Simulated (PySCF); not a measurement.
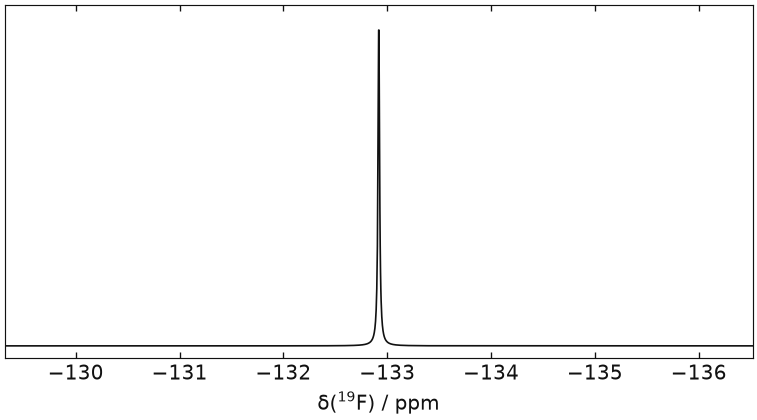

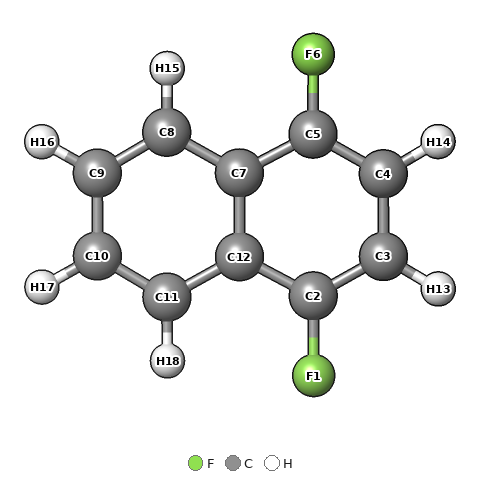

Spectrum and numbered structure of C₁₀H₆F₂, SMILES Fc1ccc(F)c2ccccc12. GIAO shifts, PBE0/pcSseg-1, PySCF, at a GFN2-xTB geometry (no frequency check), against CFCl₃ for ¹⁹F computed at the same level (¹⁹F: this reference is a hard case for the method, so all values can be off together by tens of ppm, and differences between signals are safer). Gas phase, fully decoupled, line heights follow the number of nuclei, widths are arbitrary (no quadrupolar broadening); values of one conformer, averaged over methyl-type rotors and exact or near symmetry.

### Where does the ¹⁹F line lie?

At −132.9 ppm (F1 and F6).

Known limits of this run: the tight-binding geometry is rougher than a DFT one and adds to the error.
